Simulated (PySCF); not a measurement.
## Electronic structure of C$_{4}$H$_{7}$NO$_{2}$Si$_{2}$ in real space

```yaml
atoms:
  - { symbol: C, position_ang: [-1.2196, -1.3075, -1.5094] }
  - { symbol: C, position_ang: [-1.5850, -0.3504, -0.6693] }
  - { symbol: Si, position_ang: [-0.3878, 0.6408, 0.4092] }
  - { symbol: O, position_ang: [-0.9416, 2.1487, 0.6793] }
  - { symbol: C, position_ang: [-0.3968, -0.2208, 2.1319] }
  - { symbol: O, position_ang: [-0.7953, 0.3771, 3.1036] }
  - { symbol: Si, position_ang: [1.7266, 0.8863, -0.4959] }
  - { symbol: C, position_ang: [2.4395, -0.8298, -0.6990] }
  - { symbol: N, position_ang: [2.8484, -1.8940, -0.8211] }
  - { symbol: H, position_ang: [-0.1870, -1.5927, -1.6378] }
  - { symbol: H, position_ang: [-1.9333, -1.8537, -2.1063] }
  - { symbol: H, position_ang: [-2.6400, -0.1088, -0.5926] }
  - { symbol: H, position_ang: [-1.3823, 2.3607, 1.5014] }
  - { symbol: H, position_ang: [-0.0382, -1.2630, 2.2406] }
  - { symbol: H, position_ang: [2.7363, 1.5837, 0.3116] }
  - { symbol: H, position_ang: [1.7482, 1.4322, -1.8577] }
```

Geometry: GFN2-xTB.

Computed with PBE0/pcSseg-1, SCF density, gas phase, non-relativistic (PySCF 2.14.0).

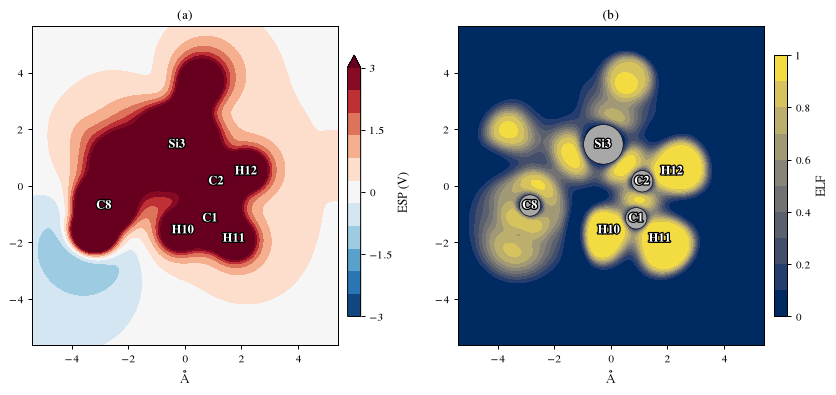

Figure 1. (a) molecular electrostatic potential; (b) ELF on the plane of atoms C2, C1 and H10. Grey discs cover the atomic cores in the ELF map.

Q: Describe what can be read from this map.

A:
- Atoms in the plane: C, Si and H.
- C–C (1.32 Å): the ELF peaks at about 0.90 between the atoms: a short, multiple covalent bond.
- C–Si (1.89 Å): the ELF peaks at about 0.95 between the atoms; localised, covalent bonding.
- The ELF also peaks beside N9, away from the bonds: lone-pair regions.
- Outside the dense part of the molecule the potential is most negative (−1.4 V) near N9, which lies off the plane.

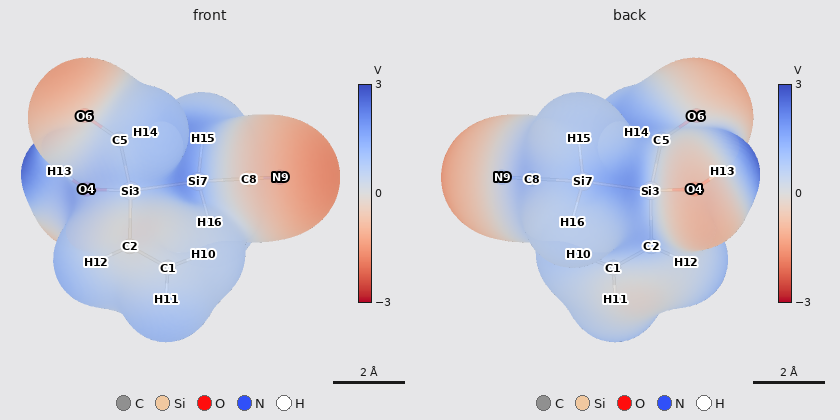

Figure 2. The electrostatic potential painted on the density surface at 0.002 e/bohr³, seen from the front and from behind; the colour scale runs from red (negative) to blue (positive).

Q: Where is the surface potential most negative and most positive?

A: The most negative region (about −1.6 V, or −37 kcal/mol for a unit charge) lies over N9, the most positive (about +2.4 V, or +55 kcal/mol for a unit charge) over H13. N9 is the likeliest acceptor of a hydrogen bond.

Q: How polar is the molecule by this calculation?

A: Its dipole moment is 2.64 D.
